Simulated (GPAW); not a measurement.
**Zn: optical spectrum from first principles**

Aim: the dielectric function of Zn, and the optical constants that follow from it. The cell comes from an older database entry, whose edges can differ from later determinations, mostly by under a per cent.

Method: DFT, PBE, plane-wave PAW (GPAW data sets), scalar-relativistic, RPA, optical limit, in GPAW 26.7.0.

The database entry behind the starting cell differs from later determinations by our own check (about 0.3 % long), so it need not match the best structure at ambient conditions.

## (1) Starting point

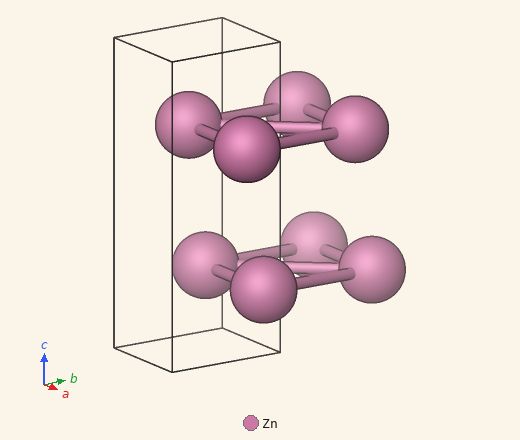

The cell as given, slightly off an axis (zinc pink). 2×2×1 cells are drawn.

Structure file:

```cif
data_structure
_symmetry_space_group_name_H-M 'P 1'
_symmetry_Int_Tables_number 1
_cell_length_a 2.6700
_cell_length_b 2.6700
_cell_length_c 4.9660
_cell_angle_alpha 90.000
_cell_angle_beta 90.000
_cell_angle_gamma 120.000
_cell_volume 30.66
loop_
_atom_site_label
_atom_site_type_symbol
_atom_site_fract_x
_atom_site_fract_y
_atom_site_fract_z
_atom_site_occupancy
Zn1 Zn 0.66667 0.33333 0.75000 1
Zn2 Zn 0.33333 0.66667 0.25000 1
```

## (2) Ground state

First the ground state: is it a metal or has it a gap?

This step: DFT, PBE, plane-wave PAW (GPAW data sets), scalar-relativistic, ground state (GPAW 26.7.0).

Input file gs.py:

```python
from ase import Atoms
from ase.dft.bandgap import bandgap
from gpaw import GPAW, PW, FermiDirac

atoms = Atoms(['Zn', 'Zn'],
              cell=[[2.670000000000, 0.000000000000, 0.000000000000],
                    [-1.335000000000, 2.312287828100, 0.000000000000],
                    [0.000000000000, 0.000000000000, 4.966000000000]],
              scaled_positions=[[0.666666666700, 0.333333333300, 0.750000000000],
                                [0.333333333300, 0.666666666700, 0.250000000000]],
              pbc=[True, True, True])
atoms.calc = GPAW(mode=PW(500), xc='PBE', kpts={'size': (12, 12, 5), 'gamma': True},
                  occupations=FermiDirac(0.05), maxiter=150, txt='gs.txt')
print('energy (eV)', atoms.get_potential_energy())
print('Fermi level (eV)', atoms.calc.get_fermi_level())
print('valence electrons', atoms.calc.get_number_of_electrons())
print('gap (eV)', bandgap(atoms.calc, output=None)[0])
print('direct gap (eV)', bandgap(atoms.calc, direct=True, output=None)[0])
atoms.calc.write('gs.gpw')
```

Command:

```console
OMP_NUM_THREADS=1 python gs.py
```

Numbers of over 12 decimals in the logs are rounded to 6 here.

The program printed:

```text
__  _  _
 | _ |_)|_||  |
 |__||  | ||/\| - 26.7.0

Versions:
  Python: 3.12.14
  ASE:    3.29.0
  Numpy:  2.5.5
  Scipy:  1.18.1
  Libxc:  7.0.0

Input parameters:
  mode=PW(ecut=500.0),
  kpts=MonkhorstPack(size=(12, 12, 5), gamma=True),
  maxiter=150,
  occupations=Occupations(name='fermi-dirac', width=0.05, fixmagmom=False),
  xc=XC(name='PBE')

Diagonalizing LCAO Hamiltonian
Converting LCAO to pw mode

          Zn

        Zn

Atoms  # Å, Bohr magnetons
|   | symbol |         x |        y |        z |    initial magnetic moments |
| 0 |     Zn |  1.335000 | 0.770763 | 3.724500 | ( 0.0000,  0.0000,  0.0000) |
| 1 |     Zn | -0.000000 | 1.541525 | 1.241500 | ( 0.0000,  0.0000,  0.0000) |

Unit cell  # Å
| periodic |         x |        y |        z |  lengths |     angles |
|      yes |  2.670000 | 0.000000 | 0.000000 | 2.670000 |  90.000000 |
|      yes | -1.335000 | 2.312288 | 0.000000 | 2.670000 |  90.000000 |
|      yes |  0.000000 | 0.000000 | 4.966000 | 4.966000 | 120.000000 |

Number of symmetries: 12
Symmetry operations  # r_c * U_cc + t_c -> r_c
|    | kind |            matrix            |
|  0 |  σ   |  1, 1, 0,  0,-1, 0,  0, 0, 1 |
|  1 |  S6  |  1, 1, 0, -1, 0, 0,  0, 0,-1 |
|  2 |  E   |  1, 0, 0,  0, 1, 0,  0, 0, 1 |
|  3 |  C2  |  1, 0, 0, -1,-1, 0,  0, 0,-1 |
|  4 |  C2  |  0, 1, 0,  1, 0, 0,  0, 0,-1 |
|  5 |  C3  |  0, 1, 0, -1,-1, 0,  0, 0, 1 |
|  6 |  S6  |  0,-1, 0,  1, 1, 0,  0, 0,-1 |
|  7 |  σ   |  0,-1, 0, -1, 0, 0,  0, 0, 1 |
|  8 |  σ   | -1, 0, 0,  1, 1, 0,  0, 0, 1 |
|  9 |  i   | -1, 0, 0,  0,-1, 0,  0, 0,-1 |
| 10 |  C3  | -1,-1, 0,  1, 0, 0,  0, 0, 1 |
| 11 |  C2  | -1,-1, 0,  0, 1, 0,  0, 0,-1 |

BZ-sampling:
  Number of BZ points: 720
  Number of IBZ points: 81

  Monkhorst-Pack size: [12, 12, 5]
  Monkhorst-Pack shift: [0.041667, 0.041667, 0.0]

K-points  # in reciprocal-cell coordinates
|     |                                coordinates |     weight |
|   0 | ( -0.00000000,  -0.00000000,   0.00000000) | 0.00138889 |
|   1 | ( -0.00000000,  -0.00000000,   0.20000000) | 0.00277778 |
|   2 | ( -0.00000000,  -0.00000000,   0.40000000) | 0.00277778 |
|   3 | (  0.08333333,  -0.00000000,  -0.40000000) | 0.00833333 |
|   4 | (  0.08333333,  -0.00000000,  -0.20000000) | 0.00833333 |
|   5 | (  0.08333333,  -0.00000000,   0.00000000) | 0.00833333 |
|   6 | (  0.08333333,  -0.00000000,   0.20000000) | 0.00833333 |
|   7 | (  0.08333333,  -0.00000000,   0.40000000) | 0.00833333 |
|   8 | (  0.16666667,  -0.08333333,   0.00000000) | 0.00833333 |
|   9 | (  0.16666667,  -0.08333333,   0.20000000) | 0.01666667 |
| ... |                                            |            |
|  80 | (  0.50000000,   0.50000000,   0.40000000) | 0.00833333 |

Plane wave coefficients: 798
Cutoff: 500.0 eV

Spin-components: 1 (collinear spins)
Bands:           18
Projectors:      12
Spin-degeneracy: 2
Datatype:        complex128

Parallelization:
  kpt:    1
  domain: 1
  band:   1

Density:
  Valence electrons: 24.0
  Components: 1
  Grid points: [14 14 27]
  Charge: 0.0  # |e|

Potential:
  Grid points: [14 14 27]

species:
  Zn:
    name:    Zinc
    id:
    Z:       30.0
    valence: 12
    core:    18
    charge:  0.0  # [|e|]
    compensation charges:
      type: gauss
      rc: 0.37  # [Å]
      lmax: 2
    cutoffs:
      filter: 2.14  # [Å]
      core: 2.28  # [Å]
    projectors
    | kind |    occ | energy [eV] | rcut [Å] |
    |   4s |  2.000 |      -5.977 |    1.286 |
    |   4p |  0.000 |      -1.117 |    1.270 |
    |   3d | 10.000 |     -10.142 |    1.180 |
    |    s |        |      21.234 |    1.286 |
    |    p |        |      26.095 |    1.270 |
    |    d |        |      17.070 |    1.180 |

    Using partial waves for Zn as LCAO basis

Reference energy: -97722.653306  # eV

eigensolver:
  PPCG
  Converge bands: occupied
  niter=2

density mixing:
  MSR1-Mixer
  Pratt-step length: 0.05
  Maximum mixing coefficient: 0.75
  Old densities: 10
  SVD Regularization: 0.005
  Good broyden scale: 1.0
  Trust region scale: 1.0
  Backstep threshold: 4.0
  History deletion threshold: 6.0
  Fourier metric: weight=20.0, sigma=0.015

occupation numbers:
  Fermi-Dirac:
    width: 0.0500  # eV

poisson solver:
  ecut: 4000.0  # eV

xc functional:
  name: PBE with 2 nearest neighbor stencil

convergence criteria:
- Maximum [total energy] change in last 3 cyles: 0.0005 eV / valence electron
- Maximum integral of absolute [dens]ity change: 0.0001 electrons / valence electron
- Maximum integral of absolute [eigenst]ate change: 4e-08 eV^2 / valence electron
maximum number of iterations: 150

SCF iterations
|iter     |      energy | eigst |  dens |
|iter:   1||   -2.511582 | +0.21 |       |
|iter:   2||   -2.462904 | -2.36 | -1.40 |
|iter:   3||   -2.348464 | -1.60 | -1.45 |
|iter:   4||   -2.353317 | -3.07 | -1.89 |
|iter:   5||   -2.354451c| -3.10 | -2.26 |
|iter:   6||   -2.354523c| -4.77 | -3.60 |
|iter:   7||   -2.354540c| -5.72 | -3.76 |
|iter:   8||   -2.354540c| -7.24 | -4.41c|
|iter:   9||   -2.354540c| -7.82c| -4.82c|

Converged in 9 steps
SCF loop duration: 17.243 s (1.916 s/step)
Energy contributions relative to reference atoms: (reference = -97722.653306)

Energy contributions:
  Kinetic:          -3.426414
  Coulomb:           6.462401
  Zero:             -0.048029
  External:          0.000000
  Xc:               -5.340658
  Entropy:          -0.003680
  Spinorbit:         0.000000
  ----------------------------
  Free energy:      -2.356380
  Extrapolated:     -2.354540

dipole moment: (-0.000000, -0.000000, -0.000000)  # |e|*Ang

Fermi level: 6.636
Eigenvalues  # (at kpt = [-0.000, -0.000, 0.000])
| band index |      eig [eV] | occ [0-2] |
|          0 |        -3.749 |     2.000 |
|        ... |               |           |
|          5 |        -0.997 |     2.000 |
|          6 |        -0.997 |     2.000 |
|          7 |        -0.675 |     2.000 |
|          8 |        -0.675 |     2.000 |
|          9 |        -0.472 |     2.000 |
|         10 |        -0.472 |     2.000 |
|         11 |         2.976 |     2.000 |
|         12 |         3.528 |     2.000 |
|         13 |        20.010 |     0.000 |
|         14 |        23.537 |     0.000 |
|         15 |        23.890 |     0.000 |
|         16 |        23.890 |     0.000 |
|         17 |        25.483 |     0.000 |

No gap
No difference between direct/indirect transitions

--- standard output ---
energy (eV) -2.354540
Fermi level (eV) 6.636378
valence electrons 24.0
gap (eV) 0.0
direct gap (eV) 0.0
```

Elapsed: 19 s, on 1 thread of Arm Neoverse V1, shared host; peak memory 0.15 GiB.

Numbers from this step:

```
energy       : -2.355 eV
Fermi energy : 6.636 eV
electrons    : 24
```

There are states at the Fermi level within the smearing, so the occupations stay smeared and the carriers get a Drude term.

## (3) Bands for the response

The response needs many more empty bands than the density does.

This step: DFT, PBE, plane-wave PAW (GPAW data sets), scalar-relativistic, bands at fixed density (GPAW 26.7.0).

Input file nscf.py:

```python
from ase.dft.bandgap import bandgap
from gpaw import GPAW, FermiDirac

calc = GPAW('gs.gpw').fixed_density(kpts={'size': (21, 21, 9), 'gamma': True}, nbands=35, convergence={'bands': 29},
                                    occupations=FermiDirac(0.05), txt='nscf.txt')
print('gap (eV)', bandgap(calc, output=None)[0])
print('direct gap (eV)', bandgap(calc, direct=True, output=None)[0])
print('top band over the Fermi level (eV)', min(calc.get_eigenvalues(kpt=k)[28] for k in range(len(calc.get_ibz_k_points()))) - calc.get_fermi_level())
calc.write('full.gpw', mode='all')
```

Command:

```console
OMP_NUM_THREADS=1 python nscf.py
```

The program printed:

```text
Diagonalizing LCAO Hamiltonian
Converting LCAO to pw mode
convergence criteria:
- Maximum integral of absolute [eigenst]ate change: 4e-08 eV^2 / valence electron
maximum number of iterations: 150

SCF iterations
|iter     |      energy | eigst |  dens |
|iter:   1||             | +3.04 |       |
|iter:   2||             | +1.61 |       |
|iter:   3||             | +0.50 |       |
|iter:   4||             | -0.79 |       |
|iter:   5||             | -1.92 |       |
|iter:   6||             | -2.98 |       |
|iter:   7||             | -3.60 |       |
|iter:   8||             | -4.26 |       |
|iter:   9||             | -4.90 |       |
|iter:  10||             | -5.44 |       |
|iter:  11||             | -5.95 |       |
|iter:  12||             | -6.31 |       |
|iter:  13||             | -6.91 |       |
|iter:  14||             | -7.29 |       |
|iter:  15||             | -7.70c|       |
SCF steps: 15
  __  _  _
 | _ |_)|_||  |
 |__||  | ||/\| - 26.7.0

Versions:
  Python: 3.12.14
  ASE:    3.29.0
  Numpy:  2.5.5
  Scipy:  1.18.1
  Libxc:  7.0.0

Input parameters:
  mode=PW(ecut=500.0),
  convergence={'bands': 29},
  gpts=array([14, 14, 27]),
  kpts=MonkhorstPack(size=(21, 21, 9), gamma=True),
  maxiter=150,
  nbands=35,
  occupations=Occupations(name='fermi-dirac', width=0.05, fixmagmom=False),
  parallel={},
  xc=XC(name='PBE')

--- standard output ---
gap (eV) 0.0
direct gap (eV) 0.0
top band over the Fermi level (eV) 25.296578
```

Elapsed: 3.8 min, on 1 thread; peak memory 0.36 GiB.

## (4) Dielectric function, RPA

Transitions between filled and empty bands, summed over the zone, give the optical response, so mesh, band count and broadening shape it.

The induced potential is part of this response.

This step: DFT, PBE, plane-wave PAW (GPAW data sets), scalar-relativistic, RPA, optical limit (GPAW 26.7.0).

Input file df.py:

```python
from gpaw.response.df import DielectricFunction

df = DielectricFunction('full.gpw', frequencies={'type': 'nonlinear', 'domega0': 0.03, 'omega2': 8},
                        ecut=50,
                        eta=0.15,
                        nbands=29,
                        rate=0.05,
                        txt='df.txt')
for direction in ['x', 'z']:
    df.get_dielectric_function(xc='RPA', direction=direction, filename=f'df_{direction}.csv')
```

Command:

```console
OMP_NUM_THREADS=1 python df.py
```

The program printed:

```text
Using integrator: PointIntegrator
NonLinearFrequencyDescriptor(from 0.000 to 48.339 eV, 461 points)
Nonperiodic BCs:  [False False False]
Using integrator: PointIntegrator
NonLinearFrequencyDescriptor(from 0.000 to 48.339 eV, 461 points)
Nonperiodic BCs:  [False False False]
Using integrator: PointIntegrator

Calculating chi0 body with:
    Ground state adapter containing:
    Number of spins: 1
    Number of kpoints: 3969
    Number of irreducible kpoints: 388
    Number of completely occupied states: 10
    Number of partially occupied states: 14

    Linear response parametrization:
    q_c: [0.0, 0.0, 0.0]
    Number of frequency points: 461
    Planewave cutoff: 50.0
    Number of bands: 29
    Number of planewaves: 23
    Broadening (eta): 0.15

Integrating chi0 body.

Symmetries of q_c:
    Direct symmetries (Uq -> q): 12
    Indirect symmetries (TUq -> q): 0
In total 12 allowed symmetries.

388 groups of equivalent kpoints. 90.224238% reduction.

Integral kind: spectral function

Calculating chi0 optical extensions with:
    Ground state adapter containing:
    Number of spins: 1
    Number of kpoints: 3969
    Number of irreducible kpoints: 388
    Number of completely occupied states: 10
    Number of partially occupied states: 14

    Linear response parametrization:
    Number of frequency points: 461
    Planewave cutoff: 50.0
    Number of bands: 29
    Number of planewaves: 23
    Broadening (eta): 0.15
Integrating chi0 head and wings.

Symmetries of q_c:
    Direct symmetries (Uq -> q): 12
    Indirect symmetries (TUq -> q): 0
In total 12 allowed symmetries.

388 groups of equivalent kpoints. 90.224238% reduction.

Integral kind: spectral function wings

Calculating drude chi0 with:
    Number of frequency points:461
    Plasma frequency decay rate: 0.05 eV

    Ground state adapter containing:
    Number of spins: 1
    Number of kpoints: 3969
    Number of irreducible kpoints: 388
    Number of completely occupied states: 10
    Number of partially occupied states: 14

Symmetries of q_c:
    Direct symmetries (Uq -> q): 12
    Indirect symmetries (TUq -> q): 0
In total 12 allowed symmetries.

388 groups of equivalent kpoints. 90.224238% reduction.

Integral kind: intraband
Plasma frequency:
[[ 9.3 -0.j  0.  +0.j  0.  +0.j]
 [ 0.  +0.j  9.3 -0.j  0.  -0.j]
 [ 0.  +0.j  0.  +0.j 13.08+0.j]]
```

Wall time 35 s (1 thread); peak memory 0.22 GiB.

The Im ε has structure finer than the step of the table below, so its rows give means over 1 eV, whole bins alone (the curve runs from 0.305 to 14.0 eV). Peaks (eV: height): E ∥ x 1.4: 86.0; E ∥ z 1.2: 100.0.

Sum at mesh points, not converged in k. Im ε against photon energy; means over each step:

```csv
photon energy (eV),E ∥ x,E ∥ z
1,48.0,75.3
2,46.7,26.1
3,10.5,9.09
4,3.64,2.35
5,1.55,1.01
6,0.785,0.790
7,0.615,0.507
8,0.884,0.700
9,0.924,0.822
10,0.852,0.759
11,0.745,0.714
12,0.570,0.565
13,0.521,0.467
```

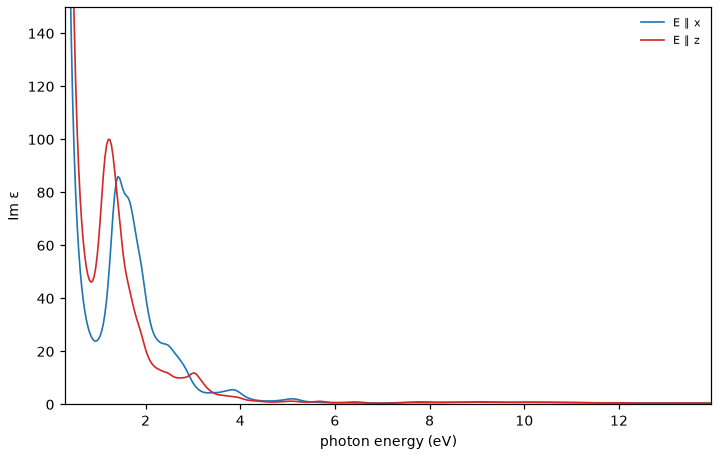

Im ε, plotted against photon energy. Below 1 eV the curve runs off the scale.

Values under 1 per cm are given as 1; sum at mesh points, not converged in k. The absorption coefficient by photon energy:

```csv
photon energy (eV),E ∥ x (1/cm),E ∥ z (1/cm)
1.01,6.3e5,1.0e6
1.99,1.5e6,1.6e6
3.02,1.6e6,1.6e6
3.98,1.5e6,1.7e6
4.98,1.4e6,1.5e6
6.02,1.3e6,1.5e6
6.99,1.2e6,1.4e6
8.03,1.1e6,1.3e6
9.02,1.1e6,1.3e6
10.03,1.0e6,1.2e6
11.03,1.1e6,1.2e6
12.02,9.5e5,1.2e6
13.00,8.2e5,1.0e6
```

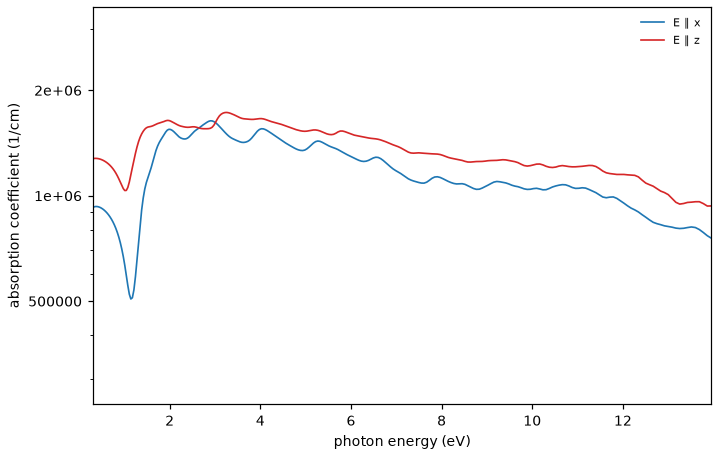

Absorption coefficient, plotted against photon energy.

Sum at mesh points, not converged in k. Table of reflectivity at normal incidence by photon energy; read off at these points:

```csv
photon energy (eV),E ∥ x (%),E ∥ z (%)
0.50,97.1,98.3
1.00,84.2,90.3
1.50,76.7,90.3
2.00,85.0,92.7
2.50,83.0,91.2
3.00,90.2,86.3
3.18,91.8,89.6
3.50,88.2,93.4
4.00,86.8,93.6
4.42,92.7,95.6
4.50,92.5,95.7
5.00,83.7,92.6
5.50,90.1,91.9
5.77,90.8,90.5
6.00,89.2,92.7
6.50,82.4,91.4
6.76,87.7,92.1
7.00,84.5,91.0
7.50,70.3,82.6
8.00,65.8,79.2
8.50,59.3,72.7
9.00,50.0,65.8
9.50,51.5,64.9
10.00,45.8,59.3
10.50,43.3,56.1
11.00,44.0,54.7
11.50,43.9,57.0
12.00,42.2,52.4
12.50,36.9,53.0
13.00,29.9,48.1
13.50,26.9,38.7
```

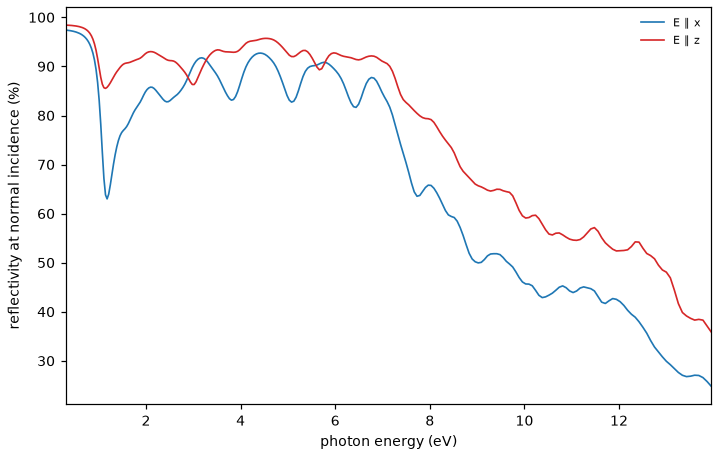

Reflectivity at normal incidence against photon energy.

The Im ε, E ∥ x has structure finer than the step of the table below, so its rows give means over 1 eV, whole bins alone (the curve runs from 0.305 to 14.0 eV). Peaks (eV: height): without local fields 1.4: 90.6; with local fields 1.4: 86.0.

Sum at mesh points, not converged in k. Im ε, E ∥ x against photon energy; means over each step:

```csv
photon energy (eV),without local fields,with local fields
1,49.9,48.0
2,46.9,46.7
3,10.0,10.5
4,3.41,3.64
5,1.43,1.55
6,0.721,0.785
7,0.575,0.615
8,0.866,0.884
9,0.921,0.924
10,0.859,0.852
11,0.757,0.745
12,0.579,0.570
13,0.534,0.521
```

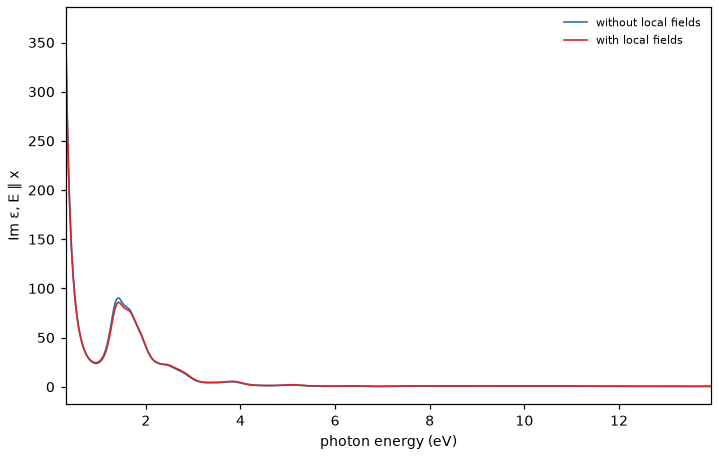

Im ε, E ∥ x, plotted against photon energy.

Sum at mesh points, not converged in k. The loss function −Im 1/ε at q → 0 by energy loss; read off at these points:

```csv
energy loss (eV),E ∥ x,E ∥ z
1,0.0127,0.00466
2,0.00959,0.00465
3,0.00981,0.0137
4,0.0193,0.00851
5,0.0370,0.0141
6,0.0324,0.0178
7,0.0681,0.0301
8,0.212,0.0973
9,0.413,0.214
10,0.559,0.323
11,0.685,0.436
12,1.01,0.598
13,1.65,0.996
```

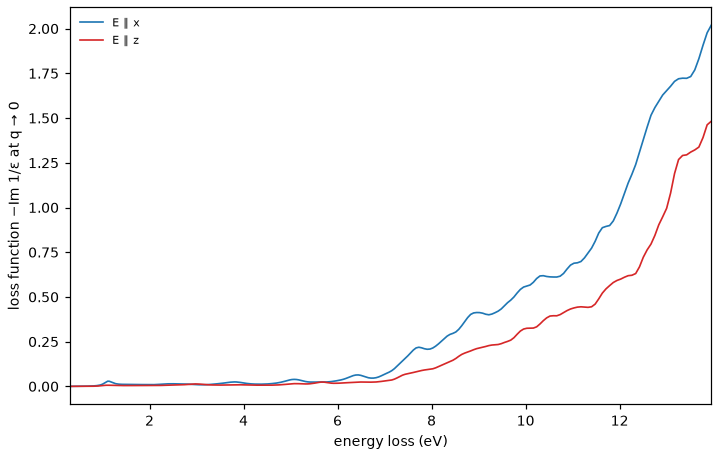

Loss function −Im 1/ε at q → 0, plotted against energy loss.

At chosen wavelengths:

```csv
wavelength (nm),n x,k x,R (%) x,1/α x,n z,k z,R (%) z,1/α z
1550,1.41,10.055,94.7,12 nm,1.66,14.417,96.9,8.6 nm
1064,4.35,4.320,63.3,20 nm,4.80,10.018,85.7,8.5 nm
800,5.43,7.358,77.2,8.7 nm,2.68,10.024,90.6,6.4 nm
633,3.00,7.770,84.3,6.5 nm,1.42,8.268,92.3,6.1 nm
365,0.52,4.226,89.6,6.9 nm,0.48,4.962,92.8,5.9 nm
308,0.52,3.809,87.6,6.4 nm,0.28,4.071,93.9,6.0 nm
193,0.24,1.949,81.7,7.9 nm,0.13,2.243,91.5,6.8 nm
```

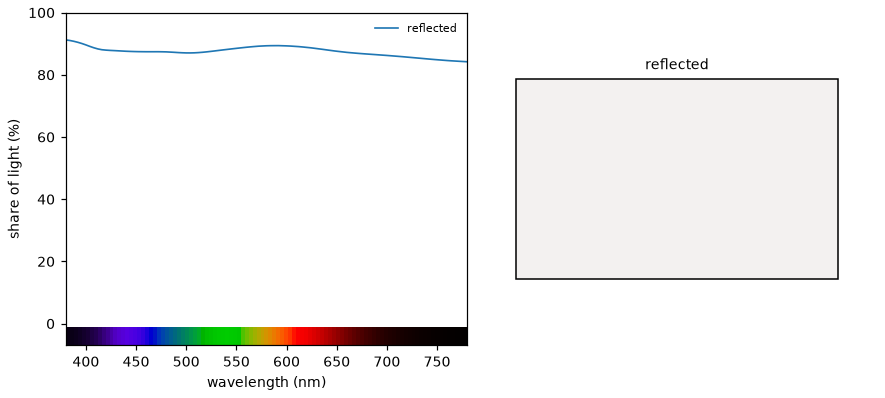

Light reflected across the visible range, with the colour that it makes of daylight (sRGB).

A polished face would reflect 88 % of daylight and look near white (CIE x = 0.314, y = 0.330 under D65).

## (5) What came out

**Reading.** At this level (PBE, RPA) Zn is a metal. The mesh is too coarse to trust the carriers' weight, the reflectivity or the colour to better than tens of per cent. A polished face would reflect 88 % of daylight and look near white (CIE x = 0.314, y = 0.330 under D65). The carriers' damping of 0.05 eV is typed, not computed; it shapes the response at the lowest energies. In this version of GPAW the matrix elements of the optical limit are incomplete, which can lower ε − 1 by up to a tenth where first-row anions or d states rule, and shift it by more in d metals. GPAW's carrier term has the form −ωp²/(ω + i·rate)², which damps like twice the rate and fails at low energy, so the curves leave the lowest energies out. The sum runs over mesh points 0.14 Å⁻¹ apart with no interpolation, so peaks are partly noise of the mesh, and the Drude plasma energy, a sum over the Fermi surface, isn't converged.

[Machine, clock and banner lines and Python warnings are left out of the logs.]

[Logs are printed without paths, hosts, clocks, repeated set-up lines and the standing remarks that a program may print on its own settings, such as how far it seeks lower states.]

[Hosts, paths, dates, database ids (printed as entryN), source tags and the programs' standing remarks are cut or masked in the printed files.]
